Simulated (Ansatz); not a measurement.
**AlH3S (SMILES [AlH2][SH]) at 6 levels**

We compute a comparison of 6 runs (HF/STO-3G, BHLYP/STO-3G, PBE0/STO-3G, UPBE0/STO-3G, revPBE/STO-3G, CCSDT/STO-3G) of AlH3S. 

The results are computed with Ansatz 0.2.0.

52 further runs of the same task are left out: 52 set aside as unsound or not needed.

## 1. The structure to begin with

The species is AlH3S (5 atoms), meant as a singlet with charge 0. As SMILES, `[AlH2][SH]`. The H3–Al1 distance was set to 3.947 Å, away from the relaxed value. At this shape a bond of the SMILES string is far longer than usual.

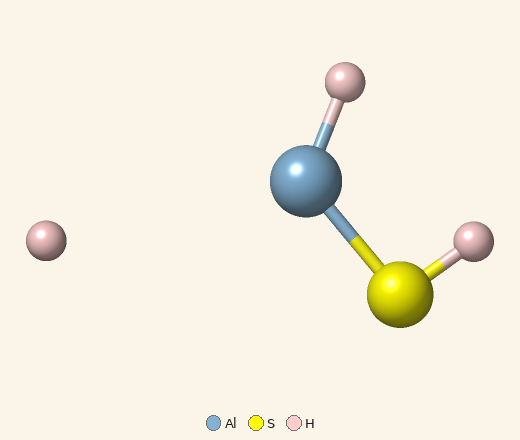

Viewed from a chosen angle; aluminium light blue, sulfur yellow, hydrogen pink.

## 2. The energy at HF/STO-3G (run 1)

The input, run.yaml:

```yaml
crystal:
  periodic: [false, false, false]
  atoms:
    - {symbol: Al, position_ang: [1.432273, 0.814638, -0.980889]}
    - {symbol: S, position_ang: [3.177473, 0.535738, 0.297411]}
    - {symbol: H, position_ang: [-1.981700, -0.650100, 0.351100]}
    - {symbol: H, position_ang: [1.607273, 1.574838, -2.355589]}
    - {symbol: H, position_ang: [4.008073, 1.166638, -0.550189]}
basis:
  gaussian:
    orbitals: STO-3G
hamiltonian:
  xc: hf
accuracy: high
```

The run is started by

```sh
$ ansatz run run.yaml --threads 1 --pin off --max-ram 2610MiB --events-out events.jsonl --progress --plain --runs-dir runs
```

Output:

```text
Warning: RAYON_NUM_THREADS=1 ignored (pool sized by the plan → 1); use --threads N
Functional definition: HF
  name "HF"
  exchange = exact_x
  correlation = 0
356 factors; integrals over basis functions are off by at most 1.0e-8 eV
mean field evaluation 1: about -17235.7760 eV, gradient 1.9e1 eV
mean field evaluation 2: about -17235.7816 eV, gradient 1.9e1 eV
mean field evaluation 4: about -17237.4087 eV, gradient 9.1e0 eV
mean field evaluation 8: about -17240.0788 eV, gradient 7.3e0 eV
mean field evaluation 16: about -17240.5679 eV, gradient 2.0e-8 eV
mean field -17240.56791051 eV, -633.5791846348 hartree, gradient 3.8e-8 eV, S^2 0.000000; 1 other end points of the search recorded, 0 dependent functions left out
reference -17240.56791051 eV, -633.5791846348 hartree; 16, 16 occupied and 5, 5 virtual orbitals, 356 factors
Total energy: -17240.56791051 eV, -633.5791846348 hartree
```

It took 0.14 s on 1 thread of Arm Neoverse V1, shared host.

## 3. A single-point energy at BHLYP/STO-3G (run 2)

The input, input.yaml:

```yaml
crystal:
  periodic: [false, false, false]
  atoms:
    - {symbol: Al, position_ang: [1.432273, 0.814638, -0.980889]}
    - {symbol: S, position_ang: [3.177473, 0.535738, 0.297411]}
    - {symbol: H, position_ang: [-1.981700, -0.650100, 0.351100]}
    - {symbol: H, position_ang: [1.607273, 1.574838, -2.355589]}
    - {symbol: H, position_ang: [4.008073, 1.166638, -0.550189]}
basis:
  gaussian:
    orbitals: STO-3G
hamiltonian:
  xc: {name: BHLYP}
accuracy: high
```

The run is started by

```sh
$ ansatz run input.yaml --threads 1 --pin off --max-ram 2610MiB --events-out events.jsonl --progress --plain --runs-dir runs
```

Output:

```text
Warning: RAYON_NUM_THREADS=1 ignored (pool sized by the plan → 1); use --threads N
Functional definition: BHLYP
  name "BHLYP"
  parameter a = 0.5
  exchange = (1 - a)*b88_x + a*exact_x
  correlation = lyp_c
356 factors; integrals over basis functions are off by at most 1.0e-8 eV
mean field evaluation 1: about -17266.8891 eV, gradient 2.0e1 eV
mean field evaluation 2: about -17257.8760 eV, gradient 3.0e1 eV
mean field evaluation 4: about -17271.8721 eV, gradient 1.2e1 eV
mean field evaluation 8: about -17273.2046 eV, gradient 6.4e0 eV
mean field evaluation 16: about -17273.5336 eV, gradient 6.5e-8 eV
mean field -17273.53361004 eV, -634.7906517472 hartree, gradient 2.0e-8 eV, S^2 0.000000; 0 other end points of the search recorded, 0 dependent functions left out
reference -17273.53363253 eV, -634.7906525740 hartree; 16, 16 occupied and 5, 5 virtual orbitals, 356 factors
Total energy: -17273.53363253 eV, -634.7906525740 hartree
```

It took 1.2 s on 1 thread of Arm Neoverse V1, shared host; peak memory 0.097 GiB.

Runs 3 to 5 aren't shown in full; the table further down has their settings and results.

## 4. The energy at CCSDT/STO-3G (run 6)

The input, molecule.yaml:

```yaml
crystal:
  periodic: [false, false, false]
  atoms:
    - symbol: Al
      position_ang: [1.432273, 0.814638, -0.980889]
    - symbol: S
      position_ang: [3.177473, 0.535738, 0.297411]
    - symbol: H
      position_ang: [-1.981700, -0.650100, 0.351100]
    - symbol: H
      position_ang: [1.607273, 1.574838, -2.355589]
    - symbol: H
      position_ang: [4.008073, 1.166638, -0.550189]
basis:
  gaussian: {orbitals: STO-3G}
correlation: {method: ccsdt, frozen_orbitals: {Al: 5, H: 0, S: 5}}
accuracy: high
scf: {omitted_lower_state_checks: [cluster_reference, increment]}
```

The run is started by

```sh
$ ansatz run molecule.yaml --threads 1 --pin off --max-ram 2610MiB --events-out events.jsonl --progress --plain --runs-dir runs
```

Output:

```text
Warning: RAYON_NUM_THREADS=1 ignored (pool sized by the plan → 1); use --threads N
[... 12 lines left out ...]
10 core orbitals not correlated: weight in the atoms' cores, before any rotation towards them, 1.000 or more for the frozen orbitals, at most 0.000 for the correlated occupied ones
[... 37 lines left out ...]
WARN: these amplitudes may be one of several solutions (largest doubles amplitude 1.01, level shift 12.30 eV)
Total energy: -17247.61749329 eV, -633.8382520233 hartree
Checks for a lower state left out: cluster_reference, increment
```

Wall time 0.3 s (1 thread of Arm Neoverse V1, shared host).

## 5. Overview of the runs

| run | level | frozen core orbitals | energy (Eh) | wall time |
| --- | --- | --- | --- | --- |
| 1 | HF/STO-3G | – | -633.579185 | 0.14 s |
| 2 | BHLYP/STO-3G | – | -634.790653 | 1.2 s |
| 3 | PBE0/STO-3G | – | -634.565221 | 1.4 s |
| 4 | UPBE0/STO-3G | – | -634.647359 | 3.9 s |
| 5 | revPBE/STO-3G | – | -634.718266 | 1.2 s |
| 6 | CCSDT/STO-3G | 10 | -633.838252 | 0.3 s |

## 6. Results

| quantity | value |
| --- | --- |
| run 6: total energy | -633.83825 Eh |
| run 6: correlation energy (10 core orbitals frozen) | -259.1 mEh |
| run 6: T1 diagnostic | 0.086 |

What this shows: Totals of different functionals can't be ranked against each other. In run 6 the log says that unrestricted orbitals would lower the reference, so the values rest on an unstable closed-shell determinant (other closed-shell runs at this shape may share the fault). In runs 1, 2, 3, 4, 5, 6 the basis is minimal, so the values are rough. Spin contamination of the reference: run 4 ⟨S²⟩ = 1.00. Where it is this large, the reference is a mixture of spin states, and values that rest on it are in doubt. All runs together took 8.1 s, the longest 3.9 s.
